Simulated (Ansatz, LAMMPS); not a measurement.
## Amorphous Hg30S21Se9 (60 atoms): a short ab initio trajectory

How do the atoms of amorphous Hg30S21Se9 (60 atoms) move, and what local order do they keep?

Method: Kohn-Sham DFT, LDA, PAW (set soft_2), plane waves, in Ansatz 0.2.0.

### 1. Set-up

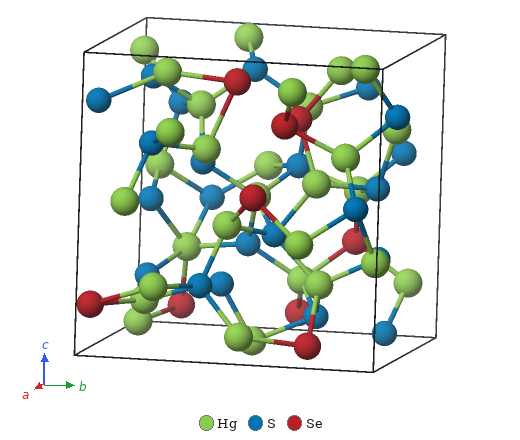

The cell as given, slightly off an axis (mercury green, sulfur blue, selenium red). Some periodic images of atoms are drawn too.

The cell holds 60 atoms: 30 Hg, 21 S and 9 Se. Cell: a = 11.895 Å, b = 11.895 Å, c = 11.895 Å, α = 90.0°, β = 90.0°, γ = 90.0°. 60 atoms (30 Hg, 21 S, 9 Se) placed at random at 7.3 g/cm³, melted at 2500 K for 10 ps at fixed volume with the Stillinger-Weber II-VI potential (Zhou et al., Phys. Rev. B 88, 085309 (2013)). Quenched from 2500 K to 300 K at 3 K/ps and fixed volume, held 5 ps, then minimised at fixed cell.

What the set-up can't give: The quench rate of 3 K/ps is orders of magnitude faster than experiment, which tends to freeze in extra defects. The starting topology of bonds comes from the classical model, and needn't be the one that DFT or experiment would give. The Brillouin zone is sampled at Γ only, in a cell whose shortest periodic width is 12 Å. Spin–orbit coupling is left out, which matters for the levels of the heavy elements.

### 2. Dynamics started at 400 K

Without a thermostat the total energy must stay constant, which tests forces and time step. The time step is 2.0 fs.

Contents of input.yaml:

```yaml
crystal:
  lattice:
    - [11.8949, 0.0, 0.0]
    - [0.0, 11.8949, 0.0]
    - [0.0, 0.0, 11.8949]
  atoms:
    - { symbol: Hg, position: [0.57487, 0.70301, 0.55582] }
    - { symbol: Hg, position: [0.74074, 0.44256, 0.42408] }
    - { symbol: Hg, position: [0.07557, 0.43817, 0.54562] }
    - { symbol: Hg, position: [0.92845, 0.72315, 0.39652] }
    [... 50 atom lines left out ...]
    - { symbol: Se, position: [0.13352, 0.74903, 0.31968] }
    - { symbol: Se, position: [0.66567, 0.4463, 0.88924] }
    - { symbol: Se, position: [0.72244, 0.72025, 0.03904] }
    - { symbol: Se, position: [0.03203, 0.54468, 0.06097] }
    - { symbol: Se, position: [0.14045, 0.17496, 0.07834] }
    - { symbol: Se, position: [0.89197, 0.5577, 0.53816] }
kpoints:
  mp_grid: { grid: [1, 1, 1] }
hamiltonian:
  xc: lda
scf:
  occupations: { method: fermi_dirac, width: 0.025 }
output:
  forces: true
md:
  timestep: 2.0
  n_steps: 54
  ensemble: nve
  temperature: 400
  initial_velocities: maxwell_boltzmann
  seed: 1719
```

Started as:

```sh
$ ansatz run input.yaml --threads 4 --pin off --max-ram 8192MiB --backend cpu --events-out ev --progress --plain --runs-dir out
```

The job ended after 6.2 min (4 threads of Intel Xeon 6975P-C (Granite Rapids), shared host; peak memory 2.6 GiB; 23 min of CPU time).

The program notes that it switched symmetry off.

Rows from the run:

```
time (fs)  T (K)  potential (meV/atom)  conserved (meV/atom)
      0.0    400                   0.0                  0.00
      8.0    406                  -0.8                  0.00
     14.0    412                  -1.5                  0.00
     22.0    427                  -3.5                  0.01
     28.0    451                  -6.5                  0.01
     36.0    506                 -13.4                  0.01
     44.0    593                 -24.6                  0.01
     50.0    673                 -34.8                 -0.05
     58.0    685                 -36.4                 -0.24
     64.0    589                 -23.8                  0.20
     72.0    760                 -46.1                 -0.26
     80.0    773                 -47.5                 -0.10
     86.0    708                 -39.1                  0.03
     94.0    735                 -42.6                 -0.03
    100.0    795                 -50.3                 -0.10
    108.0    766                 -46.6                 -0.12
```

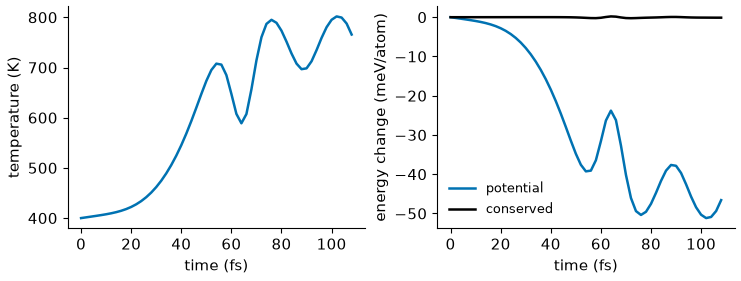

Temperature and energies against time.

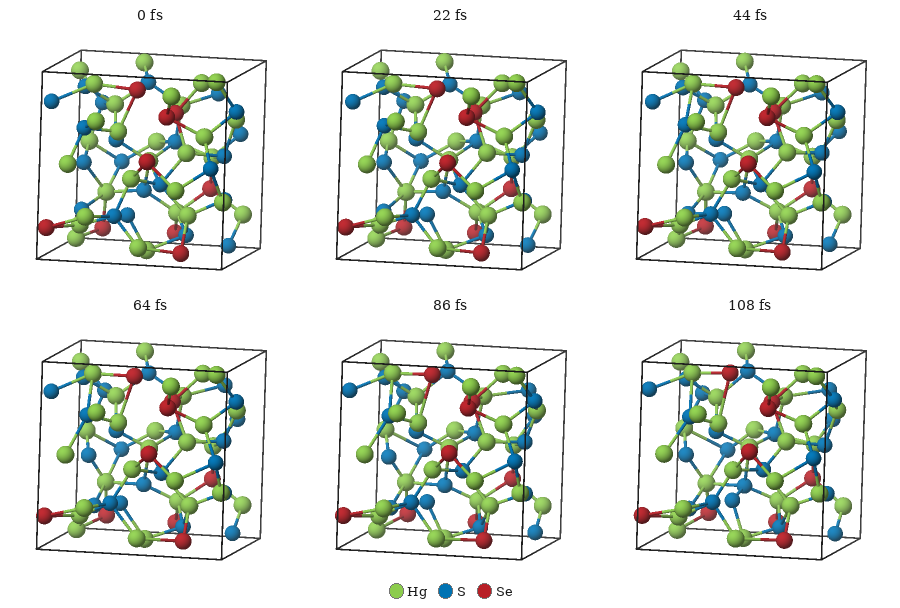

6 frames of the run.

Mean square displacement from the first frame to the last: Hg 0.049 Å², S 0.22 Å², Se 0.12 Å².

The mean square displacement by time lag:

```
time lag (fs)  Hg (Å²)   S (Å²)  Se (Å²)
          2.0   2.2e-5   2.8e-4   5.8e-5
          6.0   2.0e-4  0.00254   5.2e-4
         10.0   5.4e-4  0.00698  0.00145
         14.0  0.00106   0.0134  0.00282
         16.0  0.00138   0.0173  0.00367
         20.0  0.00214   0.0263  0.00569
         24.0  0.00306   0.0367  0.00812
         30.0  0.00472   0.0542   0.0125
         34.0  0.00600   0.0668   0.0159
         38.0  0.00743   0.0797   0.0196
         40.0  0.00819   0.0861   0.0216
         44.0  0.00982   0.0988   0.0258
         48.0   0.0116    0.111   0.0302
         54.0   0.0144    0.129   0.0375
```

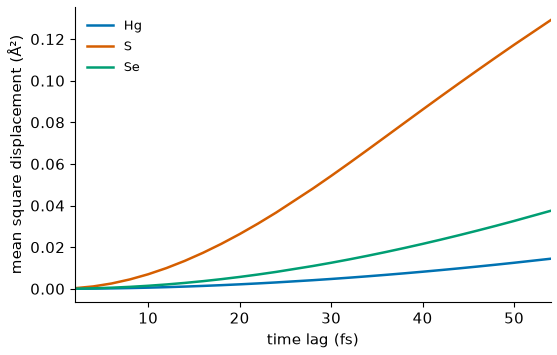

Mean square displacement against time lag.

Over the second half of 108 fs the temperature averages 727 K, rising from about 650 to 784 K (means over the first and last quarter of that half). The conserved energy stays within 0.26 meV/atom. From first frame to last S has the largest mean square displacement, 0.22 Å² at the end; the farthest move is 0.80 Å. The mean temperature of 727 K lies well off the 400 K of the input: without a thermostat, the energy that the start releases heats the cell. The run spans 0.11 ps, too short for its means to be equilibrium values.

### 3. Local order late in the run

The g(r) is a mean over the second half; what follows it is taken at the last frame.

Density 7.30 g/cm³, 28.05 Å³ an atom.

Mean of 15 frames. Pair distribution functions g(r), in bins of 0.2 Å:

```
r (Å)  total  Hg-Hg  Hg-S  Hg-Se   S-S  S-Se  Se-Se
 1.70   0.02   0.00  0.00   0.00  0.20  0.00   0.00
 1.90   0.08   0.00  0.00   0.00  0.62  0.00   0.00
 2.10   0.06   0.00  0.09   0.00  0.23  0.00   0.00
 2.30   0.78   0.00  2.10   0.00  0.31  0.00   0.00
 2.50   2.37   0.00  4.62   4.83  0.26  0.00   0.00
 2.70   1.54   0.00  2.72   3.74  0.19  0.00   0.00
 2.90   0.67   0.22  1.05   1.55  0.08  0.00   0.25
 3.10   0.53   0.46  0.47   1.14  0.33  0.00   1.49
 3.30   0.46   0.93  0.12   0.28  0.97  0.00   1.01
 3.50   0.71   1.33  0.30   0.41  1.28  0.00   2.15
 3.70   0.74   1.05  0.50   0.44  1.17  0.39   2.25
 3.90   1.10   1.50  0.53   0.82  2.09  1.29   1.09
 4.10   1.57   2.29  0.72   1.08  2.07  2.67   2.24
 4.30   1.72   2.37  1.06   0.70  2.33  2.44   4.91
 4.50   1.22   1.42  1.14   0.61  1.48  1.69   0.84
 4.70   1.04   0.90  1.21   1.02  0.86  1.17   0.76
 4.90   0.94   0.62  1.15   1.17  0.80  1.01   0.00
 5.10   0.84   0.80  1.07   0.76  0.64  0.65   0.21
 5.30   0.88   0.75  0.91   1.37  0.83  0.52   0.40
 5.50   0.76   0.42  0.92   1.30  0.60  0.52   0.33
 5.70   0.84   0.61  1.06   0.87  0.85  0.68   0.74
```

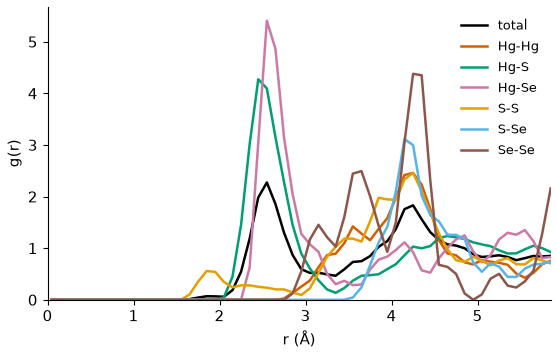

Pair distribution functions, lightly smoothed.

Bonds by pair of elements; cutoffs follow the first minimum of g(r), held within bounds set by covalent radii, and pairs that aren't listed don't count as bonded:

```
pair A-B  cutoff (Å)  bonds  mean length (Å)  spread (Å)  shortest (Å)  B about A  A about B
    Hg-S        3.15     67             2.59        0.19          2.29       2.23       3.19
   Hg-Se        2.98     28             2.63       0.139          2.42      0.933       3.11
     S-S        2.37      2             2.06       0.147          1.92       0.19       0.19
```

The cutoff for Hg-Se falls short of the minimum of g(r), so counts run low and odd coordinations can be artefacts.

How many atoms have how many bonded neighbours:

```
element  mean  2   3   4
     Hg  3.17  3  19   8
      S  3.38  3   7  11
     Se  3.11  1   6   2
```

Bond angles, per cent of each kind in bins of 5°:

```
angle (°)  Hg-S-Hg  S-Hg-S  S-Hg-Se  Hg-Se-Hg
    70–75      1.2     1.9      0.0       0.0
    75–80      3.7     3.8      0.0       0.0
    80–85      4.9     0.0      2.1       3.2
    85–90      6.2     5.7      6.4       3.2
    90–95      6.2    13.2      2.1       6.5
   95–100      8.6     5.7      6.4      12.9
  100–105     12.3     9.4     17.0      29.0
  105–110     12.3    13.2     10.6      22.6
  110–115     17.3     7.5      8.5       3.2
  115–120      7.4    11.3     17.0       9.7
  120–125      4.9    11.3      4.3       3.2
  125–130      1.2     7.5     12.8       3.2
  130–135      3.7     3.8      6.4       3.2
  135–140      2.5     3.8      0.0       0.0
  140–145      2.5     0.0      2.1       0.0
  145–150      1.2     0.0      0.0       0.0
  150–155      0.0     1.9      4.3       0.0
  155–160      3.7     0.0      0.0       0.0
```

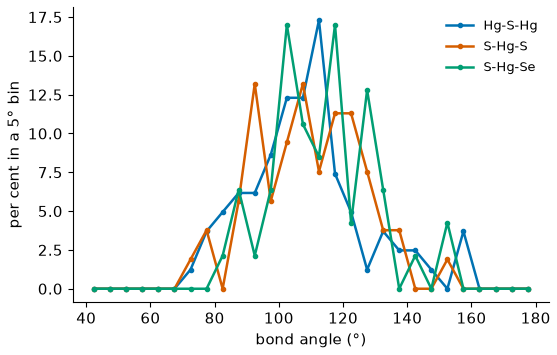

Distributions of the most common bond angles.

Bond angles (no mean is given where the spread exceeds 20°):

```
   angle  count  mean (°)  spread (°)
 Hg-S-Hg     81       108        18.7
  S-Hg-S     53       109        16.5
 S-Hg-Se     47       113        15.7
Hg-Se-Hg     31       105        10.8
  Hg-S-S      9      99.9         7.7
```

Bond length by coordination (bonds to H left out):

```
element  coordination  atoms  mean bond length (Å)
     Hg             2      3                  2.56
     Hg             3     19                  2.59
     Hg             4      8                  2.64
      S             2      3                  2.39
      S             3      7                  2.55
      S             4     11                  2.59
     Se             2      1                  2.45
     Se             3      6                  2.62
     Se             4      2                  2.70
```

Rings of the network by King's shortest-path rule, up to 12 atoms, one path for each pair of neighbours; H, halogens, alkali and alkaline-earth atoms are left out, and the last column divides by all other atoms, bonded or not:

```
ring size (atoms)  rings  per network atom
                4      2             0.033
                5      3              0.05
                6     16             0.267
                7      3              0.05
                8     23             0.383
                9      6               0.1
               10     21              0.35
               12      1             0.017
```

Rings of 8 atoms are the most common (31 % of those counted); sizes run from 4 to 12, where the search stops.

### 4. Single point at the last frame

The last frame is solved again with fuller output, to read the electronic structure of a thermally displaced geometry.

Contents of input.yaml:

```yaml
crystal:
  lattice:
    - [11.8949, 0.0, 0.0]
    - [0.0, 11.8949, 0.0]
    - [0.0, 0.0, 11.8949]
  atoms:
    - { symbol: Hg, position: [0.5687, 0.70072, 0.56406] }
    - { symbol: Hg, position: [0.75798, 0.45736, 0.41958] }
    - { symbol: Hg, position: [0.08674, 0.42841, 0.55674] }
    - { symbol: Hg, position: [0.9343, 0.7213, 0.39642] }
    [... 50 atom lines left out ...]
    - { symbol: Se, position: [0.13176, 0.75937, 0.32187] }
    - { symbol: Se, position: [0.66542, 0.40616, 0.92474] }
    - { symbol: Se, position: [0.71326, 0.73746, 0.05597] }
    - { symbol: Se, position: [0.01626, 0.54864, 0.06411] }
    - { symbol: Se, position: [0.12221, 0.20265, 0.106] }
    - { symbol: Se, position: [0.89354, 0.57052, 0.53892] }
kpoints:
  mp_grid: { grid: [1, 1, 1] }
hamiltonian:
  xc: lda
scf:
  occupations: { method: fermi_dirac, width: 0.025 }
output:
  forces: true
  stress: true
  populations: true
  dos:
    method: { smearing: { sigma: 0.15 } }
    de: 0.1
    projected: { site_lists: { Hg: [Hg], S: [S], Se: [Se] } }
  eigenvalues: true
  write_density: true
  write_potential: true
  volumetric_format: npy
  elf: true
```

It took 21 s on 4 threads; peak memory 2.4 GiB.

Numbers from this run:

- free energy: -472373.2292 eV
- free energy per atom: -7872.8872 eV/atom
- SCF cycles: 16
- pressure: -1.344 GPa
- r.m.s. force component: 0.5639 eV/Å
- longest force: 2.394 eV/Å
- Fermi energy: 7.555 eV
- levels partly filled by over 2 per cent: 2
- spilling of the projection: 0.008016

Length of the force by element:

```
element  coordination  atoms  mean length of the force (eV/Å)  spread  least  most
     Hg           all     30                            0.707   0.370  0.241  1.66
      S           all     21                             1.16   0.529  0.388  2.39
     Se           all      9                            0.621   0.284  0.151  1.01
```

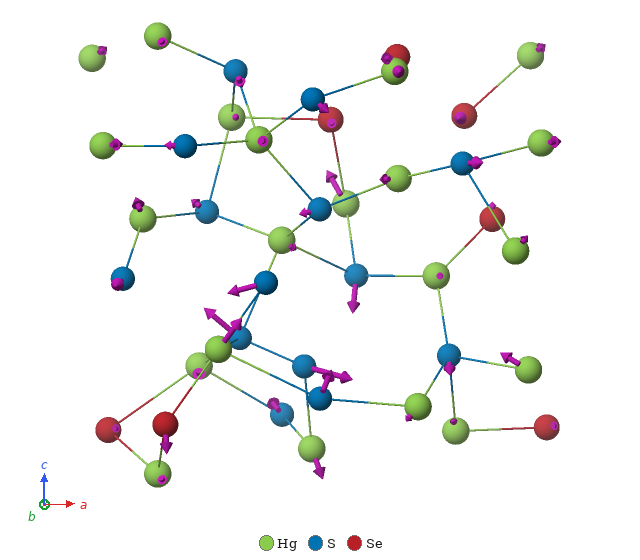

Forces as arrows; the longest in the cell is 2.39 eV/Å. Drawn is a slice 7 Å thick, seen along the normal of the ac plane. Bonds to atoms that aren't drawn are left out.

States in the cell by windows of 1 eV, zero at the Fermi level; the larger projections on atomic orbitals stand beside the total:

```
from (eV)  to (eV)  total   Hg d   S p  Hg s  Se p   S s
      -18      -17    0.0    0.0   0.0   0.0   0.0   0.0
      -17      -16    2.0    0.0   0.3   0.1   0.0   1.6
      -16      -15    0.0    0.0   0.0   0.0   0.0   0.0
      -15      -14    3.3    0.1   0.1   0.2   0.0   1.7
      -14      -13   25.8    1.7   0.1   2.4   0.1  11.5
      -13      -12   21.9    1.6   0.2   1.2   0.1  14.1
      -12      -11    7.0    0.5   0.5   0.3   0.0   5.6
      -11       -9    0.0    0.0   0.0   0.0   0.0   0.0
       -9       -8    5.5    4.0   1.1   0.2   0.1   0.0
       -8       -7  118.8  101.2   9.5   2.9   4.0   0.5
       -7       -6  171.1  160.2   4.3   2.5   1.7   1.5
       -6       -5   26.7   11.2   5.7   6.6   1.9   0.8
       -5       -4   30.8    5.9   8.9   9.4   4.4   1.4
       -4       -3   23.7    2.6  11.1   3.8   4.6   0.7
       -3       -2   37.5    3.4  20.6   1.6   9.7   0.3
       -2       -1   45.1    4.1  26.1   1.5  11.0   0.3
       -1        0   20.5    1.3  11.1   1.8   4.8   0.2
        0        1   17.6    0.5   5.5   5.5   3.2   0.3
        1        2   24.2    0.5   6.8   8.7   3.2   0.5
        2        3   20.2    0.3   5.8   6.1   1.9   0.4
        3        4   24.9    0.1   2.2   2.0   0.9   0.1
        4        5   30.5    0.1   1.5   1.1   0.6   0.1
```

About 330 of the 870 electrons lie in deeper levels, below the stored range.

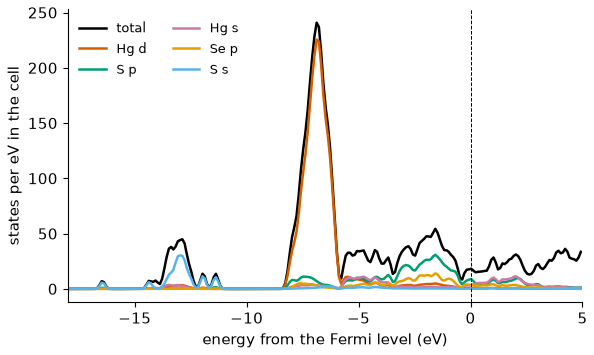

Total and projected density of states, with the broadening of the input.

The levels nearest the highest filled one (over half full), pooled over k-points and spins:

```
level less the highest filled one (eV)  occupation
                                -0.678           2
                                -0.598           2
                                -0.524           2
                                -0.212           2
                                -0.173           2
                                     0        1.59
                                0.0686       0.404
                                 0.196       0.003
                                 0.347           0
                                 0.457           0
                                 0.607           0
                                 0.703           0
```

Within 0.4 eV of the Fermi level the largest share is S p (46 % of the projected weight).

### 5. Summary of results

```
mean temperature, second half                                : 726.5 K
temperature swing, second half                               : 61.11 K
slope of the conserved energy against time, by least squares : -1.031 meV/atom/ps
free energy per atom                                         : -7872.8872 eV/atom
pressure                                                     : -1.344 GPa
r.m.s. force component                                       : 0.5639 eV/Å
wall time of the 2 DFT runs                                  : 6.6 min
```

Over the second half of 108 fs the temperature averages 727 K, rising from about 650 to 784 K (means over the first and last quarter of that half). The conserved energy stays within 0.26 meV/atom. The mean temperature of 727 K lies well off the 400 K of the input: without a thermostat, the energy that the start releases heats the cell. The run spans 0.11 ps, too short for its means to be equilibrium values. Counting bands leaves a spacing of only 0.069 eV (at Γ alone), which the smearing bridges: 2 levels are partly filled by over 2 %, so a gap, if any, is small at this level.

What to keep in mind: The pressure of a single frame lacks the kinetic term, about 0.36 GPa here.

[Logs are printed without paths, hosts, clocks, repeated set-up lines and the standing remarks that a program may print on its own settings, such as how far it seeks lower states.]

[Hosts, paths, dates, database ids (printed as entryN), source tags and the programs' standing remarks are cut or masked in the printed files.]
